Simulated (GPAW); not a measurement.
## Pt: optical spectrum from first principles

Aim: the dielectric function of Pt, and the optical constants that follow from it.

Program: GPAW 26.7.0. Level of theory: DFT, PBE, plane-wave PAW (GPAW data sets), scalar-relativistic, RPA, optical limit. Results are calculated unless marked as measured.

### 1. Starting point

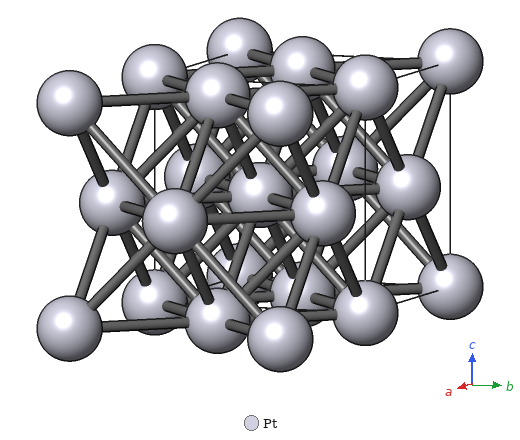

The starting structure, seen slightly off an axis (platinum light grey). 2×1×1 cells are drawn. This picture shows the conventional cell, with its axes. Some periodic images of atoms are drawn too.

Coordinates:

```
Pt
1.0
     0.00000    1.96090    1.96090
     1.96090    0.00000    1.96090
     1.96090    1.96090    0.00000
Pt
1
Cartesian
  0.0000 0.0000 0.0000
```

### 2. Dielectric function, RPA

Local fields let the induced charge screen the field inside the cell, which as a rule lowers ε, most along directions where the density is uneven.

Input file df.py:

```python
from gpaw.response.df import DielectricFunction

df = DielectricFunction('full.gpw', frequencies={'type': 'nonlinear', 'domega0': 0.03, 'omega2': 8},
                        ecut=50,
                        eta=0.15,
                        nbands=19,
                        rate=0.05,
                        txt='df.txt')
for direction in ['x']:
    df.get_dielectric_function(xc='RPA', direction=direction, filename=f'df_{direction}.csv')
```

Started as:

```console
$ OMP_NUM_THREADS=1 python df.py
```

Numbers of over 12 decimals in the logs are rounded to 6 here.

Log:

```text
Using integrator: PointIntegrator
NonLinearFrequencyDescriptor(from 0.000 to 96.040 eV, 537 points)
Nonperiodic BCs:  [False False False]
Using integrator: PointIntegrator
NonLinearFrequencyDescriptor(from 0.000 to 96.040 eV, 537 points)
Nonperiodic BCs:  [False False False]
Using integrator: PointIntegrator

Calculating chi0 body with:
    Ground state adapter containing:
    Number of spins: 1
    Number of kpoints: 10648
    Number of irreducible kpoints: 328
    Number of completely occupied states: 5
    Number of partially occupied states: 9

    Linear response parametrization:
    q_c: [0.0, 0.0, 0.0]
    Number of frequency points: 537
    Planewave cutoff: 50.0
    Number of bands: 19
    Number of planewaves: 15
    Broadening (eta): 0.15

Integrating chi0 body.

Symmetries of q_c:
    Direct symmetries (Uq -> q): 48
    Indirect symmetries (TUq -> q): 0
In total 48 allowed symmetries.

328 groups of equivalent kpoints. 96.919609% reduction.

Integral kind: spectral function

Calculating chi0 optical extensions with:
    Ground state adapter containing:
    Number of spins: 1
    Number of kpoints: 10648
    Number of irreducible kpoints: 328
    Number of completely occupied states: 5
    Number of partially occupied states: 9

    Linear response parametrization:
    Number of frequency points: 537
    Planewave cutoff: 50.0
    Number of bands: 19
    Number of planewaves: 15
    Broadening (eta): 0.15
Integrating chi0 head and wings.

Symmetries of q_c:
    Direct symmetries (Uq -> q): 48
    Indirect symmetries (TUq -> q): 0
In total 48 allowed symmetries.

328 groups of equivalent kpoints. 96.919609% reduction.

Integral kind: spectral function wings

Calculating drude chi0 with:
    Number of frequency points:537
    Plasma frequency decay rate: 0.05 eV

    Ground state adapter containing:
    Number of spins: 1
    Number of kpoints: 10648
    Number of irreducible kpoints: 328
    Number of completely occupied states: 5
    Number of partially occupied states: 9

Symmetries of q_c:
    Direct symmetries (Uq -> q): 48
    Indirect symmetries (TUq -> q): 0
In total 48 allowed symmetries.

328 groups of equivalent kpoints. 96.919609% reduction.

Integral kind: intraband
Plasma frequency:
[[6.52-0.j 0.  +0.j 0.  +0.j]
 [0.  +0.j 6.52-0.j 0.  -0.j]
 [0.  +0.j 0.  -0.j 6.52-0.j]]
```

Elapsed: 12 s, on 1 thread of Intel Xeon Platinum 8375C at 2.90GHz (Ice Lake), shared host; peak memory 0.2 GiB.

This step gave:

- main peak of the optical conductivity above 1 eV, first axis: 1.315 eV

Some rows of df_x.csv (energy; Re and Im without local fields; Re and Im with them):

```text
0.000000, 17272.173774, -0.000000, 17272.023105, -0.000000
0.460735, -172.105533, 126.710089, -172.156322, 126.666007
0.943989, -47.436097, 48.076551, -47.478040, 48.063481
1.451455, -24.488439, 29.193092, -24.515760, 29.181801
1.984998, -15.553440, 17.834503, -15.606753, 17.841175
2.546682, -10.213343, 11.755568, -10.252614, 11.752209
3.138794, -5.228516, 9.627362, -5.275542, 9.633871
3.763875, -5.057643, 6.135865, -5.104483, 6.136341
4.424758, -3.649591, 5.196319, -3.695788, 5.199702
5.124608, -1.557872, 4.154689, -1.602248, 4.158074
5.866977, -0.402185, 3.141237, -0.447421, 3.150194
6.655862, 1.083855, 3.234760, 1.050614, 3.235306
7.495775, 0.415665, 4.274375, 0.372556, 4.290551
8.391833, 0.067861, 4.392520, 0.014749, 4.439171
9.349861, -0.245232, 4.384884, -0.313439, 4.464427
10.376517, -0.536731, 3.076344, -0.660460, 3.154282
11.479449, -0.244193, 2.509460, -0.502059, 2.491428
12.667487, -0.076578, 1.890013, -0.264742, 1.823050
13.950874, 0.173696, 1.928123, 0.010142, 1.795525
```

Table of Im ε, E ∥ x by photon energy; read off at these points:

```tsv
photon energy (eV)	Im ε, E ∥ x
1	42.9
2	17.5
3	9.60
4	5.95
5	4.17
6	3.18
7	4.43
8	4.16
9	4.94
10	3.71
11	2.58
12	2.32
13	1.92
```

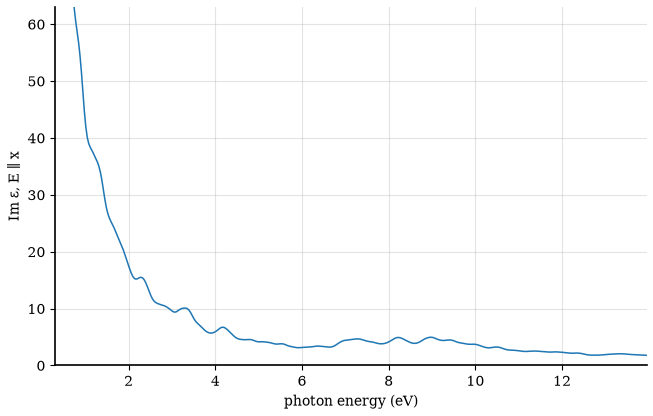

Im ε, E ∥ x against photon energy. Below 1 eV the curve runs off the scale.

Table of Re ε, E ∥ x by photon energy:

```tsv
photon energy (eV)	Re ε, E ∥ x
1	-42.2
2	-15.4
3	-6.48
4	-3.12
5	-1.83
6	-0.0358
7	1.29
8	1.16
9	0.0580
10	-0.860
11	-0.693
12	-0.450
13	0.0374
```

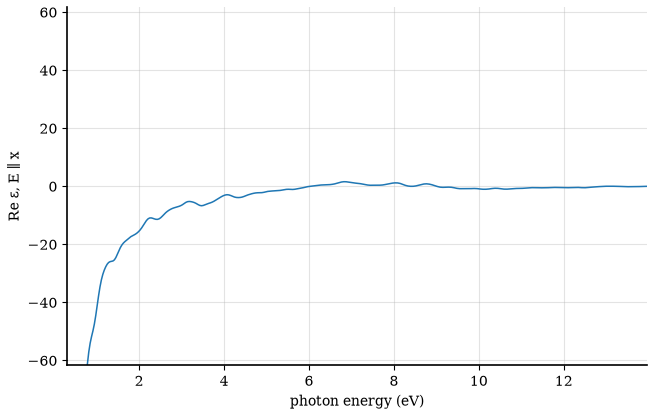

Re ε, E ∥ x, plotted against photon energy. Below 1 eV the curve runs off the scale.

Im ε, E ∥ x against photon energy; read off at these points:

```tsv
photon energy (eV)	without local fields	with local fields
1	42.9	42.9
2	17.5	17.5
3	9.59	9.60
4	5.95	5.95
5	4.17	4.17
6	3.18	3.18
7	4.42	4.43
8	4.12	4.16
9	4.87	4.94
10	3.62	3.71
11	2.51	2.58
12	2.35	2.32
13	1.99	1.92
```

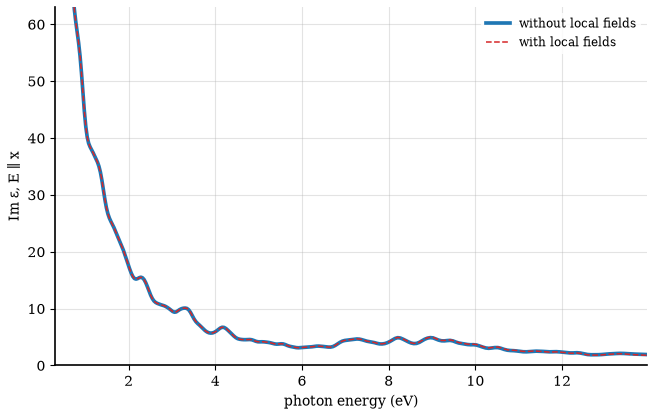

Im ε, E ∥ x against photon energy. Below 1 eV the curve runs off the scale.

The loss function −Im 1/ε at q → 0, E ∥ x has structure finer than the step of the table below, so its rows give means over 1 eV, whole bins alone (the curve runs from 0.305 to 14.0 eV). Peaks (eV: height): 5.9: 0.318.

The loss function −Im 1/ε at q → 0, E ∥ x by energy loss; means over each step:

```tsv
energy loss (eV)	loss function −Im 1/ε at q → 0, E ∥ x
1	0.0123
2	0.0339
3	0.0677
4	0.112
5	0.198
6	0.291
7	0.231
8	0.229
9	0.222
10	0.266
11	0.354
12	0.424
13	0.513
```

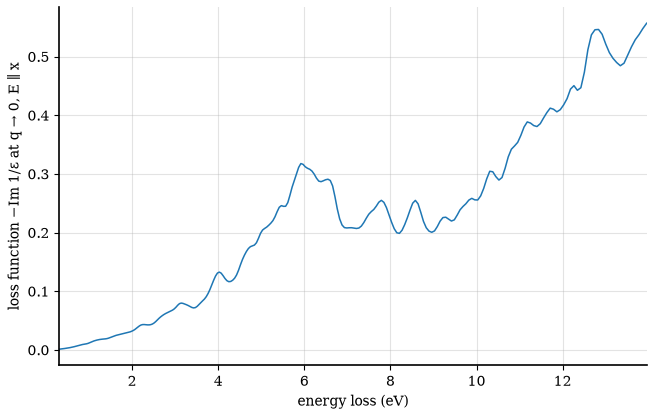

Loss function −Im 1/ε at q → 0, E ∥ x, plotted against energy loss.

Values under 1 per cm are given as 1. Table of absorption coefficient, E ∥ x by photon energy:

```tsv
photon energy (eV)	absorption coefficient, E ∥ x (1/cm)
1.01	7.2e5
1.99	8.9e5
3.02	9.1e5
3.98	9.0e5
4.98	9.1e5
6.02	7.7e5
6.99	9.1e5
8.03	1.0e6
9.02	1.4e6
10.03	1.6e6
11.03	1.4e6
12.02	1.4e6
13.00	1.3e6
```

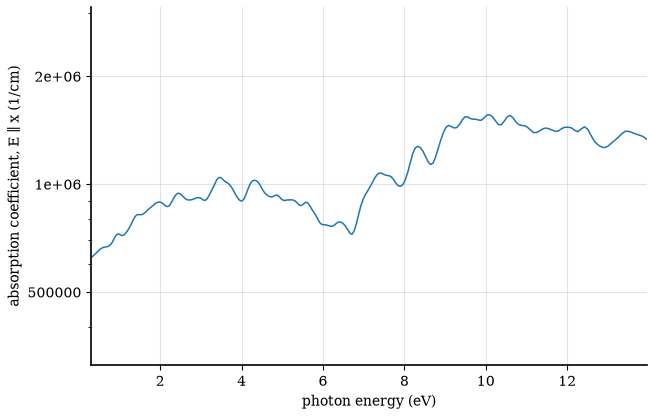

Absorption coefficient, E ∥ x, plotted against photon energy.

At chosen wavelengths:

```tsv
wavelength (nm)	n	k	R (%)	1/α
1550	3.52	8.431	84.6	15 nm
1064	3.03	6.211	77.9	14 nm
532	1.98	3.870	66.8	11 nm
450	1.65	3.240	62.4	11 nm
405	1.61	2.913	57.9	11 nm
308	1.37	2.208	47.7	11 nm
193	1.41	1.204	22.3	13 nm
```

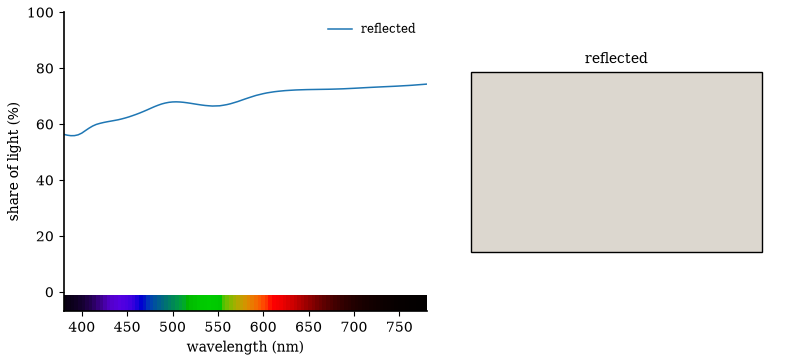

Light reflected across the visible range, with the colour that it makes of daylight (sRGB).

A polished face would reflect 68 % of daylight and look light grey (CIE x = 0.322, y = 0.337 under D65).

### 3. What came out

```
main peak of the optical conductivity above 1 eV, first axis : 1.32 eV
```

In words: At this level (PBE, RPA) Pt is a metal; it reflects 67 % at 550 nm. A polished face would reflect 68 % of daylight and look light grey (CIE x = 0.322, y = 0.337 under D65). The carriers' damping of 0.05 eV is typed, not computed; it shapes the response at the lowest energies. Spin-orbit coupling is left out although heavy atoms are present. The sum runs over mesh points, so small or evenly spaced maxima can still be ripples of the mesh. In this version of GPAW the matrix elements of the optical limit are incomplete, which can lower ε − 1 by up to a tenth where first-row anions or d states rule, and shift it by more in d metals. GPAW's carrier term has the form −ωp²/(ω + i·rate)², which damps like twice the rate and fails at low energy, so the curves leave the lowest energies out.

[Machine, clock and banner lines and Python warnings are left out of the logs.]

[Logs are printed without paths, hosts, clocks, repeated set-up lines and the standing remarks that a program may print on its own settings, such as how far it seeks lower states.]

[Hosts, paths, dates, database ids (printed as entryN), source tags and the programs' standing remarks are cut or masked in the printed files.]
